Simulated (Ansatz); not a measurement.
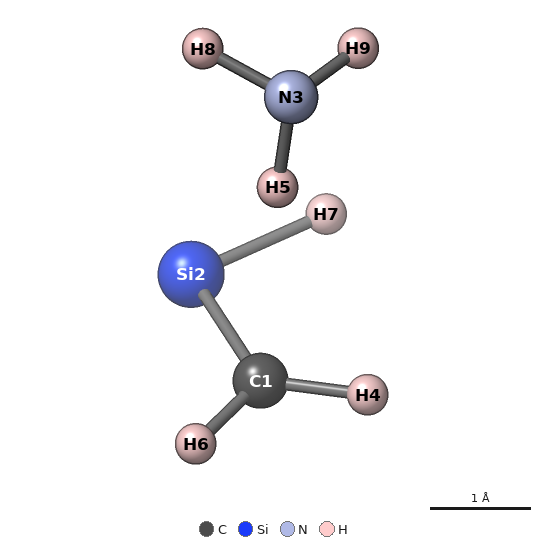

Orthographic view. Depth is shown by fading: the farther an atom, the more it takes the colour of the background. Charge −1, singlet. Computed geometry: PBE-D4/def2-SVPD optimisation. No frequency run is at hand to confirm it as a minimum.

List the bonded neighbours of every atom.

C1: Si2, H4, H6
Si2: C1, H7
N3: H5, H8, H9
H4: C1
H5: N3
H6: C1
H7: Si2
H8: N3
H9: N3
